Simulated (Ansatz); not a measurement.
System: CBFO2 (SMILES O=[C+][B-](=O)F).

Input

```
basis:
  gaussian: {orbitals: def2-TZVPD}
crystal:
  periodic: [false, false, false]
  atoms:
    - {symbol: C, position_ang: [-0.496578, 1.684737, -0.535450]}
    - {symbol: B, position_ang: [-0.988417, 0.110186, -1.022625]}
    - {symbol: F, position_ang: [-1.551630, -0.598086, -0.058209]}
    - {symbol: O, position_ang: [-0.048005, 2.715319, -0.655100]}
    - {symbol: O, position_ang: [-0.640868, 0.114831, -2.219060]}
total_charge: 0
hamiltonian: {xc: pbe0}
output: {forces: true, orbitals: {seedname: orbitals}}
```

Launched as:

```sh
ansatz run input.yaml --threads 1 --pin off --max-ram 2610MiB --events-out events.jsonl --progress --plain --runs-dir runs
```

Geometry: B3LYP-D3(BJ)/def2-SVP.

Level of theory: isolated molecule in a Gaussian basis; Kohn-Sham density functional theory, functional PBE0 in Ansatz 0.2.0.

> What can the converged electron density and electron localisation function tell about the bonding?

C–O (1.13 Å): ρ is about 4.2 e/Å³ halfway; the ELF peaks at about 0.85 between the atoms (a short, multiple covalent bond).
B–O (1.25 Å): ρ at the midpoint is about 2.8 e/Å³; the ELF peaks at about 0.85 between the atoms, as expected for a short, strongly polar bond.
B–F (1.32 Å): ρ is about 2.2 e/Å³ halfway; the ELF peaks at about 0.85 between the atoms: a polar covalent bond.
C–B (1.72 Å): ρ is about 0.93 e/Å³ halfway, with its minimum of 0.7 e/Å³ about 1.2 Å from C; the ELF peaks at about 0.95 between the atoms, as expected for a shared electron pair.

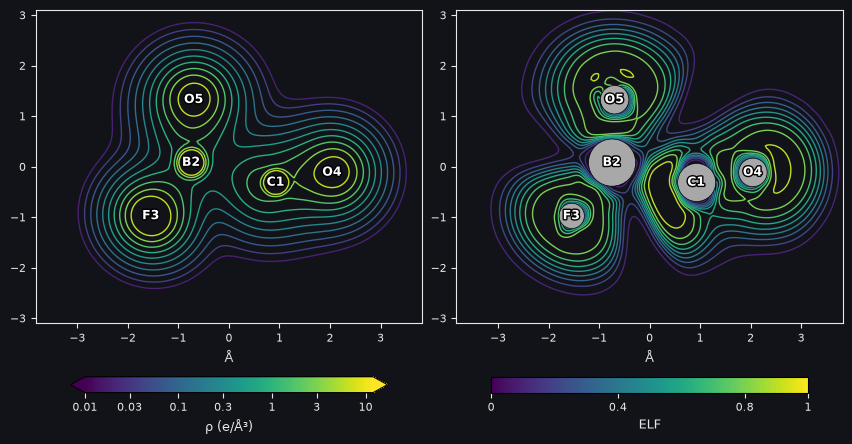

Computed electron density and electron localisation function on the molecular plane, in this order. Grey discs cover the atomic cores in the ELF map. 
